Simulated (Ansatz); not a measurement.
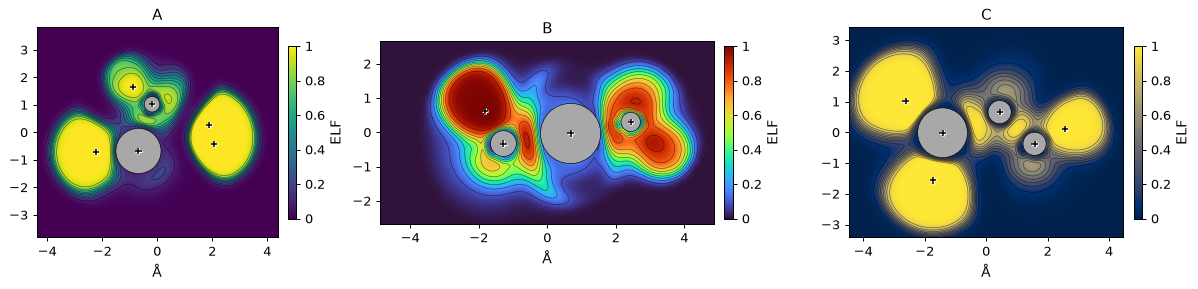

The ELF of 3 systems, each on a plane through atoms (crosses mark nuclei in the plane; grey discs cover the cores).

Level of theory: Ansatz, RHF/def2-SVP.

System 1: CH₄OZn, the plane of atoms Zn1, C4 and H7. 

```yaml
atoms:
  - { symbol: Zn, position_ang: [-0.0794, -0.0254, -0.0175] }
  - { symbol: O, position_ang: [-0.0750, -0.0242, 1.7698] }
  - { symbol: H, position_ang: [-0.8175, -0.2512, 2.3031] }
  - { symbol: C, position_ang: [0.0028, 0.0004, -1.9968] }
  - { symbol: H, position_ang: [0.2931, -0.9757, -2.3932] }
  - { symbol: H, position_ang: [-0.9661, 0.2613, -2.4302] }
  - { symbol: H, position_ang: [0.7326, 0.7335, -2.3495] }
```

System 2: C₂H₇Al, the plane of atoms C2, Al1 and H10. 

```json
{"atom": "Al", "x (Å)": "-0.1380", "y (Å)": "-0.0141", "z (Å)": "-0.0555"}
{"atom": "C", "x (Å)": "-0.1223", "y (Å)": "0.1183", "z (Å)": "1.9154"}
{"atom": "H", "x (Å)": "-1.1627", "y (Å)": "0.0290", "z (Å)": "2.2567"}
{"atom": "H", "x (Å)": "0.3604", "y (Å)": "-0.7920", "z (Å)": "2.2971"}
{"atom": "C", "x (Å)": "0.5292", "y (Å)": "1.3568", "z (Å)": "2.5454"}
{"atom": "H", "x (Å)": "0.4871", "y (Å)": "1.3308", "z (Å)": "3.6373"}
{"atom": "H", "x (Å)": "1.5819", "y (Å)": "1.4464", "z (Å)": "2.2651"}
{"atom": "H", "x (Å)": "0.0374", "y (Å)": "2.2790", "z (Å)": "2.2254"}
{"atom": "H", "x (Å)": "0.5118", "y (Å)": "1.1066", "z (Å)": "-0.9697"}
{"atom": "H", "x (Å)": "-0.8139", "y (Å)": "-1.2708", "z (Å)": "-0.7456"}
```

System 3: GeH₄O₂···H₂, the plane of atoms O2, Ge1 and H7. Not at a stationary point (largest force 1.6 eV/Å).

```xyz
9

Ge   -0.2243   -0.1349   -0.0484
O    -0.1091   -0.1431    1.7157
H    -0.6033   -0.8104    2.1642
O     1.3839   -0.3698   -0.7077
H     2.0356   -0.7511   -0.1404
H    -0.7378    1.2022   -0.5534
H    -1.1248   -1.3104   -0.4511
H     1.3190    1.9567    0.8787
H     1.0681    1.7249    1.5015
```

Which map belongs to which system?

Panel A is system 3, GeH₄O₂···H₂: the plane holds Ge, O and H. Ge1···H9 (2.74 Å): the ELF dips to about 0 between them. Panel B is system 1, CH₄OZn: the plane holds Zn, O, C and H. Zn–O (1.79 Å): the ELF peaks at about 0.85 in the valence shell of O, 0.6 Å from its nucleus, and is about 0.20 at the midpoint. Panel C is system 2, C₂H₇Al: the plane holds Al, C and H. C–C (1.53 Å): the ELF peaks at about 0.95 between the atoms; a shared electron pair.
